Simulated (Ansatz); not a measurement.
Input

```
crystal:
  periodic: [false, false, false]
  atoms:
    - { symbol: B, position_ang: [0.0, 0.0, 0.0] }
    - { symbol: F, position_ang: [0.0, 0.0, 1.67] }
    - { symbol: F, position_ang: [1.1431, 0.0, -0.66] }
    - { symbol: Cl, position_ang: [-1.6108, 0.0, -0.93] }
    - { symbol: P, position_ang: [-0.283, -2.0781, 0.6969] }
    - { symbol: H, position_ang: [-0.8502, -2.8552, -0.3476] }
    - { symbol: H, position_ang: [0.9722, -2.6288, 1.0676] }
    - { symbol: H, position_ang: [-0.144, -1.0575, 1.6663] }
basis:
  gaussian: { orbitals: def2-SVP }
hamiltonian:
  xc: pbe0
relax:
  f_tol: 0.15
  max_steps: 25
  restrain:
    - { distance: [0, 4], at: 1.91, k: 30.0 }
    - { distance: [7, 1], at: 0.92, k: 30.0 }
    - { distance: [0, 1], at: 2.52, k: 30.0 }
    - { distance: [7, 4], at: 2.62, k: 30.0 }
output:
  orbitals: {}
```

Command:

```sh
ansatz run input.yaml --threads 2 --pin off --max-ram 3072MiB --backend cpu --events-out ev --progress --plain --runs-dir out
```

The fields are those of the run's last geometry, not of the input's.

Method: Ansatz, RKS PBE0/def2-SVP.

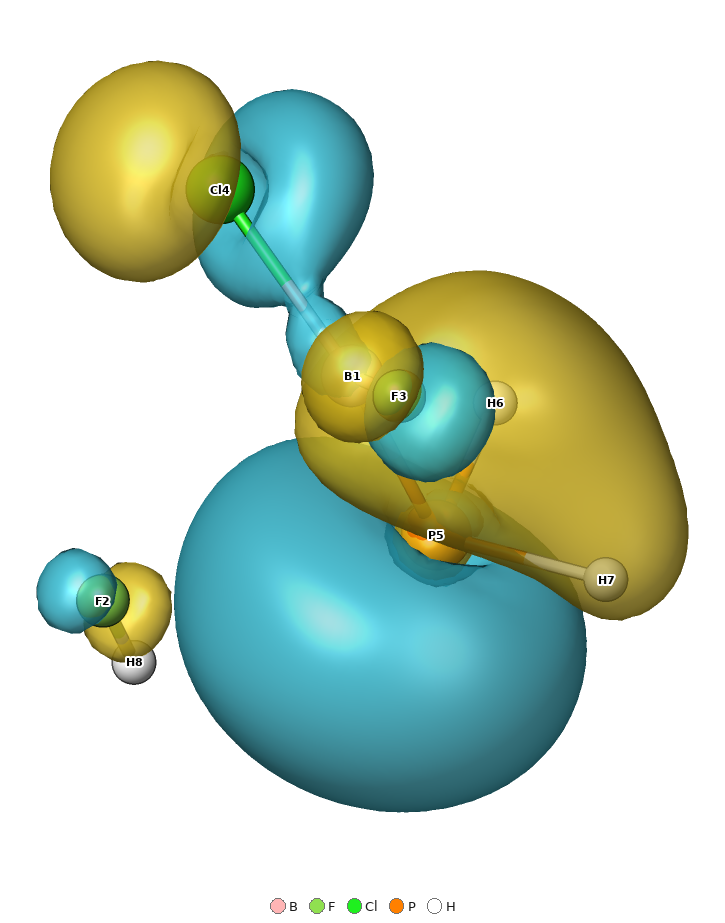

BClFH₂P···HF. The HOMO at ±0.08 Å⁻³ᐟ² (yellow and cyan are the two phases), seen at a tilt.

**Describe this orbital and give its energy.**

Its weight (Hirshfeld) is mainly on P5 (about 70 %), B1 (about 10 %) and Cl4 (about 10 %); largely a lone pair of P5. Its energy is −7.89 eV.
